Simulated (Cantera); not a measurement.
Charge: 1 mol Si3N4, 0.54 mol H2O, a varied amount of H2, at 1500 K and 13.0 Pa.

Method: chemical equilibrium by Gibbs-energy minimisation in Cantera with the NASA 1993 tables (ideal gas, pure condensed phases). Candidate condensed phases: H2O, Si, SiO2, Si2N2O, Si3N4; 35 gas species. Mutual solubility and eutectic melting of coexisting phases are not modelled. Rates play no part.

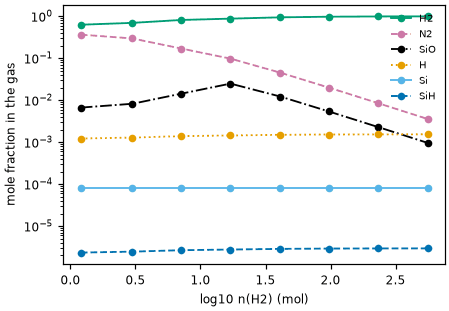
Figure: Equilibrium gas composition (values under 1e-9 drawn at 1e-9)

Problem. Read off the mole fractions at 560 mol H2.

Solution. H2 about 0.99, N2 about 0.0035, H about 0.0015, SiO about 0.00096, Si about 8.1e-5, SiH about 3.0e-6.
